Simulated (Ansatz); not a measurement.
# C$_{2}$H$_{6}$FMoNO: what the fields show

Input

```
crystal:
  periodic: [false, false, false]
  atoms:
    - {symbol: C, position_ang: [-0.989591, -0.747585, 1.841809]}
    - {symbol: N, position_ang: [-0.150688, -0.012191, 0.965732]}
    - {symbol: Mo, position_ang: [0.086851, 1.035235, -0.375117]}
    - {symbol: C, position_ang: [1.126055, -0.181067, -1.741958]}
    - {symbol: O, position_ang: [-1.413655, 1.335674, -1.057754]}
    - {symbol: F, position_ang: [1.086338, 2.535548, 0.101945]}
    - {symbol: H, position_ang: [-0.689492, -1.800634, 1.834725]}
    - {symbol: H, position_ang: [-2.040942, -0.682441, 1.538971]}
    - {symbol: H, position_ang: [-0.887690, -0.377847, 2.866954]}
    - {symbol: H, position_ang: [1.284154, 0.387140, -2.663936]}
    - {symbol: H, position_ang: [0.575450, -1.093611, -1.974409]}
    - {symbol: H, position_ang: [2.090112, -0.453525, -1.303061]}
basis:
  gaussian: {orbitals: def2-TZVPP}
hamiltonian: {xc: pbe0, dispersion: d4}
output: {orbitals: {seedname: orbitals}}
```

Command:

```sh
ansatz run in.yaml --threads 4 --pin off --events-out ev --progress --plain --max-ram 11315MiB
```

Geometry: PBE0-D4/def2-TZVP; core potentials replace the inner electrons of Mo.

These are results of Ansatz, RKS PBE0-D4/def2-TZVPP, not measurements.

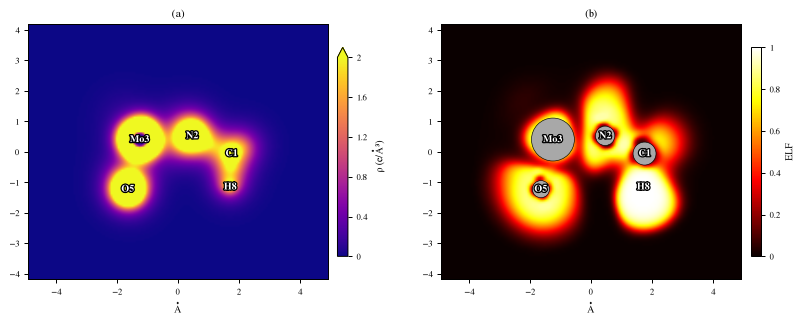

Figure 1. (a) electron density; (b) ELF on the plane of atoms N2, C1 and H8. Grey discs cover the atomic cores in the ELF map.

### Interpret the plot.

- The section cuts through C, N, Mo, O and H sites.
- C–N (1.42 Å): the density is about 2 e/Å³ at the midpoint; the ELF peaks at about 0.90 between the atoms: a covalent bond.
- Mo–O (1.68 Å): the density is about 2 e/Å³ at the midpoint; the ELF peaks at about 0.75 in the valence shell of O, 0.5 Å from its nucleus, and drops to about 0.40 between the two atoms.
- Mo–N (1.72 Å): ρ is about 1.8 e/Å³ halfway; the ELF peaks at about 0.75 in the valence shell of N, 0.6 Å from its nucleus, and drops to about 0.35 between the two atoms.
- C–H (1.10 Å): ρ is about 2 e/Å³ halfway; the ELF climbs to about 1 towards the hydrogen, as it does in any bond to H (an ordinary covalent bond to hydrogen).

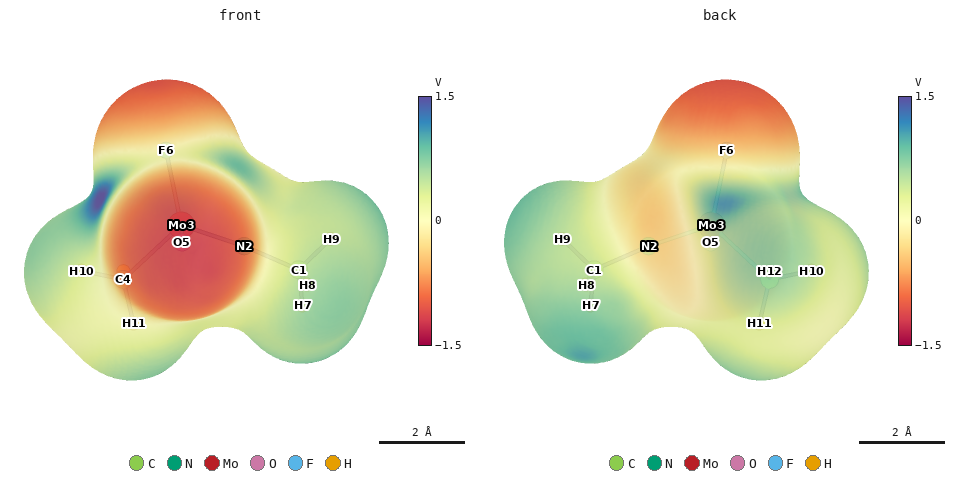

Figure 2. The electrostatic potential painted on the density surface at 0.001 e/bohr³, seen from the front and from behind; red is negative and blue positive.

### Describe the electrostatic potential map.

The most negative region (about −1.2 V) lies over O5, the most positive (about +1.3 V) over Mo3. O5 is the likeliest acceptor of a hydrogen bond.

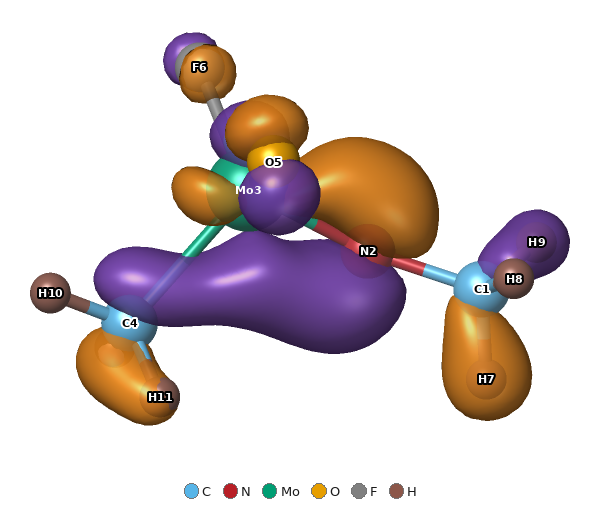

Figure 3. The HOMO−1 at ±0.15 Å⁻³ᐟ² (orange and purple are the two phases), seen across its widest extent.

### Where does this orbital lie, and at what energy?

Its weight (Hirshfeld) is mainly on N2 (about 35 %), Mo3 (about 20 %), C4 (about 10 %), O5 (about 10 %) and C1 (about 10 %). Its energy is −8.29 eV.
